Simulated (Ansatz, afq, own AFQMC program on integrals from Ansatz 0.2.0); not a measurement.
**CH₂Si+ (doublet): quantum Monte Carlo beside coupled cluster, cc-pVDZ, part 1 of 2**

Aim: compute CH₂Si+ (doublet) with auxiliary-field quantum Monte Carlo on the same integrals as coupled cluster, and set the energies side by side.

Computed with Ansatz 0.2.0, Gaussian basis, and an in-house AFQMC program (afq) on its integrals; all values are calculated. Level: cc-pVDZ, frozen cores.

The runs, in order: PBE (unrestricted); r2SCAN (unrestricted); PBE0 (unrestricted); B3LYP (unrestricted); wB97M-V (unrestricted); B2PLYP (unrestricted); CCSD(T) on UHF; CCSDT(Q) on UHF; Phaseless AFQMC, CISD trial on UHF; Phaseless AFQMC, single-determinant trial on UHF; Free-projection AFQMC, CISD trial on UHF.

## 1. The system

The geometry is a PBE0/def2-TZVP stationary point (not a proven minimum) of the parent state, kept for this charge and spin.

4 atoms, charge 1, spin multiplicity 2.

Atoms are counted from 1 here; the program's logs count them from 0.

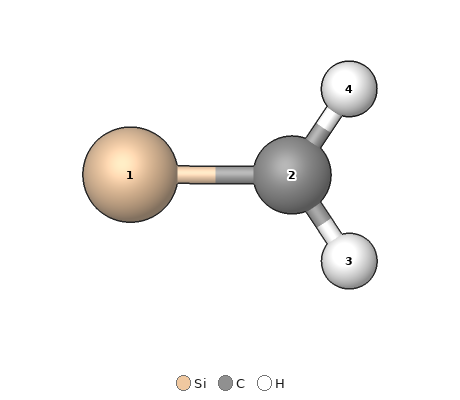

The geometry (silicon light orange, carbon grey, hydrogen white); atoms are numbered from 1 in the order of the file.

## 2. PBE (unrestricted)

in.yaml reads:

```yaml
crystal:
  periodic: [false, false, false]
  atoms:
    - {symbol: Si, position_ang: [0.000000, 0.000000, 0.595671]}
    - {symbol: C, position_ang: [0.000000, 0.000000, -1.106259]}
    - {symbol: H, position_ang: [0.000000, -0.909276, -1.707827]}
    - {symbol: H, position_ang: [0.000000, 0.909276, -1.707827]}
basis:
  gaussian: {orbitals: cc-pVDZ}
total_charge: 1
magnetization: {spin_polarized: true, initial_magnetization: 1}
hamiltonian: {xc: {name: PBE}}
output: {orbitals: {seedname: orbitals}}
```

Command:

```console
$ ansatz run in.yaml --threads 1 --pin off --events-out ev --progress --plain --max-ram 1843MiB
```

The program printed:

```text
Functional definition: PBE
  name "PBE"
  cite "Perdew, Burke & Ernzerhof, Phys. Rev. Lett. 77, 3865 (1996) doi:10.1103/PhysRevLett.77.3865"
  parent pbe
  parameter kappa = 0.804
  parameter beta = 0.06672455060314922
  exchange = pbe_x(kappa = kappa, mu = beta*pi^2/3)
  correlation = pbe_c(beta = beta)
534 factors; their error is unknown
mean field evaluation 1: about -8902.0106 eV, gradient 6.7e1 eV
mean field evaluation 2: about -8764.2462 eV, gradient 1.1e2 eV
mean field evaluation 4: about -8925.1012 eV, gradient 2.3e1 eV
mean field evaluation 8: about -8930.1628 eV, gradient 6.0e-2 eV
mean field evaluation 16: about -8930.1511 eV, gradient 1.1e-5 eV
mean field evaluation 32: about -8929.1121 eV, gradient 1.5e-5 eV
mean field -8930.15106247 eV, -328.1769984719 hartree, gradient 9.6e-6 eV, S^2 0.752959; 5 other end points of the search recorded, 0 dependent functions left out
reference -8930.15108797 eV, -328.1769994090 hartree; 11, 10 occupied and 31, 32 virtual orbitals, 534 factors
Total energy: -8930.15108797 eV, -328.1769994090 hartree
```

Run time: 2.3 s. Hardware: 1 thread of Arm Neoverse V1, shared host; peak memory 0.32 GiB.

From the report: ⟨S²⟩ of the determinant 0.753 (pure doublet: 0.75).

## 3. r2SCAN (unrestricted)

in.yaml, as its differences from that of step 2:

```diff
@@ -11,3 +11,2 @@
 magnetization: {spin_polarized: true, initial_magnetization: 1}
-hamiltonian: {xc: {name: PBE}}
-output: {orbitals: {seedname: orbitals}}
+hamiltonian: {xc: {name: r2SCAN}}
```

Launched as before.

The program printed:

```text
Functional definition: r2SCAN
  name "r2SCAN"
  cite "Furness, Kaplan, Ning, Perdew & Sun, J. Phys. Chem. Lett. 11, 8208 (2020) doi:10.1021/acs.jpclett.0c02405"
  cite "Furness, Kaplan, Ning, Perdew & Sun, J. Phys. Chem. Lett. 11, 9248 (2020) doi:10.1021/acs.jpclett.0c03077"
  parent r2scan
  parameter k0 = 0.174
  parameter k1 = 0.065
  parameter a1 = 4.9479
  exchange = r2scan_x(k0 = k0, k1 = k1, a1 = a1)
  correlation = r2scan_c
534 factors; their error is unknown
mean field evaluation 1: about -8909.9990 eV, gradient 6.2e1 eV
mean field evaluation 2: about -8786.3302 eV, gradient 1.1e2 eV
mean field evaluation 4: about -8930.2322 eV, gradient 2.0e1 eV
mean field evaluation 8: about -8934.2625 eV, gradient 8.3e-2 eV
mean field evaluation 16: about -8934.2497 eV, gradient 4.8e-5 eV
mean field evaluation 32: about -8933.1023 eV, gradient 1.2e-3 eV
mean field -8934.24971384 eV, -328.3276211318 hartree, gradient 4.7e-5 eV, S^2 0.755340; 5 other end points of the search recorded, 0 dependent functions left out
reference -8934.24972238 eV, -328.3276214455 hartree; 11, 10 occupied and 31, 32 virtual orbitals, 534 factors
Total energy: -8934.24972238 eV, -328.3276214455 hartree
```

Run time: 6 s. Hardware: 1 thread of Arm Neoverse V1, shared host; peak memory 0.32 GiB.

From the report: ⟨S²⟩ of the determinant 0.755 (pure doublet: 0.75).

## 4. PBE0 (unrestricted)

in.yaml, as its differences from that of step 3:

```diff
@@ -11,2 +11,3 @@
 magnetization: {spin_polarized: true, initial_magnetization: 1}
-hamiltonian: {xc: {name: r2SCAN}}
+hamiltonian: {xc: {name: PBE0}}
+output: {orbitals: {seedname: orbitals}}
```

The command is unchanged.

The program printed, shortened:

```text
Functional definition: PBE0
  name "PBE0"
  cite "Adamo & Barone, J. Chem. Phys. 110, 6158 (1999) doi:10.1063/1.478522"
  cite "Perdew, Burke & Ernzerhof, Phys. Rev. Lett. 77, 3865 (1996) doi:10.1103/PhysRevLett.77.3865"
  parent pbe
[...]
404 factors; integrals over basis functions are off by at most 1.1e-3 eV
[...]
mean field -8931.09838468 eV, -328.2118119210 hartree, gradient 1.1e-5 eV, S^2 0.753408; 4 other end points of the search recorded, 0 dependent functions left out
reference -8931.09840358 eV, -328.2118126157 hartree; 11, 10 occupied and 31, 32 virtual orbitals, 404 factors
Total energy: -8931.09840358 eV, -328.2118126157 hartree
```

Run time: 2.9 s. Hardware: 1 thread of Arm Neoverse V1, shared host; peak memory 0.32 GiB.

From the report: ⟨S²⟩ of the determinant 0.753 (pure doublet: 0.75).

## 5. B3LYP (unrestricted)

in.yaml, as its differences from that of step 4:

```diff
@@ -11,3 +11,2 @@
 magnetization: {spin_polarized: true, initial_magnetization: 1}
-hamiltonian: {xc: {name: PBE0}}
-output: {orbitals: {seedname: orbitals}}
+hamiltonian: {xc: {name: B3LYP}}
```

Same command.

The program printed, shortened:

```text
Functional definition: B3LYP
  name "B3LYP"
  cite "Stephens, Devlin, Chabalowski & Frisch, J. Phys. Chem. 98, 11623 (1994) doi:10.1021/j100096a001"
  cite "Becke, Phys. Rev. A 38, 3098 (1988) doi:10.1103/PhysRevA.38.3098"
  cite "Lee, Yang & Parr, Phys. Rev. B 37, 785 (1988) doi:10.1103/PhysRevB.37.785"
  cite "Vosko, Wilk & Nusair, Can. J. Phys. 58, 1200 (1980) doi:10.1139/p80-159"
[...]
404 factors; integrals over basis functions are off by at most 1.1e-3 eV
[...]
mean field -8936.40865912 eV, -328.4069609071 hartree, gradient 4.6e-5 eV, S^2 0.752516; 3 other end points of the search recorded, 0 dependent functions left out
reference -8936.40883309 eV, -328.4069673005 hartree; 11, 10 occupied and 31, 32 virtual orbitals, 404 factors
Total energy: -8936.40883309 eV, -328.4069673005 hartree
```

Run time: 2.4 s. Hardware: 1 thread of Arm Neoverse V1, shared host; peak memory 0.32 GiB.

From the report: ⟨S²⟩ of the determinant 0.753 (pure doublet: 0.75).

## 6. wB97M-V (unrestricted)

in.yaml, as its differences from that of step 5:

```diff
@@ -11,2 +11,3 @@
 magnetization: {spin_polarized: true, initial_magnetization: 1}
-hamiltonian: {xc: {name: B3LYP}}
+hamiltonian: {xc: {name: wB97M-V}}
+output: {orbitals: {seedname: orbitals}}
```

Launched as before.

The program printed, shortened:

```text
Functional definition: wB97M-V
  name "wB97M-V"
  cite "Mardirossian & Head-Gordon, J. Chem. Phys. 144, 214110 (2016) doi:10.1063/1.4952647"
  cite "Becke, J. Chem. Phys. 107, 8554 (1997) doi:10.1063/1.475007"
  cite "Vydrov & Van Voorhis, J. Chem. Phys. 133, 244103 (2010) doi:10.1063/1.3521275"
  # Of w^i u^j: cxij and so on, Table III.
[...]
  gx(w, u) = 1 - cx + cx01*u + cx10*w
  gss(w, u) = css00 + css04*u^4 + css10*w + css20*w^2 + css43*w^4*u^3
  gos(w, u) = cos00 + cos10*w + (cos20 + cos21*u)*w^2 + (cos60 + cos61*u)*w^6
[...]
      + integral(e_c_pw_mod_opposite_spin*gos(b97_w_opposite, b97_u_opposite)) + vv10(b, c)
404 factors; integrals over basis functions are off by at most 1.1e-3 eV
142 factors; integrals over basis functions are off by at most 7.0e-6 eV
[...]
mean field -8934.89154587 eV, -328.3512080236 hartree, gradient 1.8e-5 eV, S^2 0.752111; 3 other end points of the search recorded, 0 dependent functions left out
reference -8934.89157534 eV, -328.3512091066 hartree; 11, 10 occupied and 31, 32 virtual orbitals, 404 factors
Total energy: -8934.89157534 eV, -328.3512091066 hartree
```

Run time: 11 s. Hardware: 1 thread of Arm Neoverse V1, shared host; peak memory 0.32 GiB.

From the report: ⟨S²⟩ of the determinant 0.752 (pure doublet: 0.75).

## 7. B2PLYP (unrestricted)

in.yaml, as its differences from that of step 6:

```diff
@@ -11,3 +11,3 @@
 magnetization: {spin_polarized: true, initial_magnetization: 1}
-hamiltonian: {xc: {name: wB97M-V}}
-output: {orbitals: {seedname: orbitals}}
+hamiltonian: {xc: {name: B2PLYP}}
+correlation: {electrons: outside_noble_gas}
```

The command is unchanged.

The program printed, shortened:

```text
Functional definition: B2PLYP
  name "B2PLYP"
  cite "Grimme, J. Chem. Phys. 124, 034108 (2006) doi:10.1063/1.2148954"
  cite "Becke, Phys. Rev. A 38, 3098 (1988) doi:10.1103/PhysRevA.38.3098"
  cite "Lee, Yang & Parr, Phys. Rev. B 37, 785 (1988) doi:10.1103/PhysRevB.37.785"
[...]
404 factors; integrals over basis functions are off by at most 1.1e-3 eV
[...]
mean field -8929.74209161 eV, -328.1619690700 hartree, gradient 8.8e-7 eV, S^2 0.753748; 8 other end points of the search recorded, 0 dependent functions left out
6 core orbitals not correlated: weight in the atoms' cores, before any rotation towards them, 1.000 or more for the frozen orbitals, at most 0.000 for the correlated occupied ones
reference -8929.74220089 eV, -328.1619730859 hartree; 5, 4 occupied and 31, 32 virtual orbitals, 404 factors
second order -5.71440167 eV of doubles, -0.00000000 eV of singles
Total energy: -8931.28508934 eV, -328.2186731906 hartree
```

It took 4.7 s on 1 thread of Arm Neoverse V1, shared host; peak memory 0.32 GiB.

From the report: ⟨S²⟩ of the determinant 0.754 (pure doublet: 0.75).

## 8. CCSD(T) on UHF

in.yaml, as its differences from that of step 7:

```diff
@@ -11,3 +11,2 @@
 magnetization: {spin_polarized: true, initial_magnetization: 1}
-hamiltonian: {xc: {name: B2PLYP}}
-correlation: {electrons: outside_noble_gas}
+correlation: {method: ccsd_t, electrons: outside_noble_gas, hamiltonian_folder: ham}
```

The command is unchanged.

The program printed, shortened:

```text
Functional definition: HF
  name "HF"
  cite "Fock, Z. Phys. 61, 126 (1930) doi:10.1007/BF01340294"
  parent pbe
[...]
404 factors; integrals over basis functions are off by at most 1.1e-3 eV
[...]
mean field -8914.58220875 eV, -327.6048536506 hartree, gradient 4.8e-6 eV, S^2 0.757091; 14 other end points of the search recorded, 0 dependent functions left out
determinant -8914.58220875 eV, -327.6048536506 hartree, with singles and doubles -8920.07894210 eV, -327.8068548753 hartree
determinant -8913.00676854 eV, -327.5469572908 hartree, with singles and doubles -8918.65862455 eV, -327.7546591681 hartree
determinant -8912.71299045 eV, -327.5361611451 hartree, with singles and doubles -8918.66598723 eV, -327.7549297417 hartree
determinant -8912.67677394 eV, -327.5348302131 hartree, with singles and doubles -8918.70116697 eV, -327.7562225733 hartree
determinant -8912.40749669 eV, -327.5249344565 hartree, with singles and doubles -8917.18737406 eV, -327.7005917101 hartree
determinant -8911.56475950 eV, -327.4939644362 hartree, with singles and doubles -8916.90559515 eV, -327.6902365261 hartree
determinant -8911.30518643 eV, -327.4844253018 hartree, with singles and doubles -8916.82284270 eV, -327.6871954296 hartree
6 core orbitals not correlated: weight in the atoms' cores, before any rotation towards them, 1.000 or more for the frozen orbitals, at most 0.000 for the correlated occupied ones
reference -8914.58220875 eV, -327.6048536506 hartree; 5, 4 occupied and 31, 32 virtual orbitals, 404 factors
second order -4.56651560 eV of doubles, -0.00000000 eV of singles
cycle   1  -5.49673110 eV  change    2.2e-6 eV  update   3.4e-4
[...]
cycle   6  -5.49673856 eV  change   -6.2e-6 eV  update   2.5e-6
perturbative correction -0.14319491 eV, -0.0052623159 hartree
Total energy: -8920.22214222 eV, -327.8121173827 hartree
```

Run time: 3.9 s. Hardware: 1 thread of Arm Neoverse V1, shared host; peak memory 0.32 GiB.

From the report: ⟨S²⟩ of the determinant 0.757 (pure doublet: 0.75); correlation -5.6399 eV; T1 0.012; largest double amplitude 0.10.

This run also writes the integrals to the folder ham.

(Continued in part 2 of 2.)
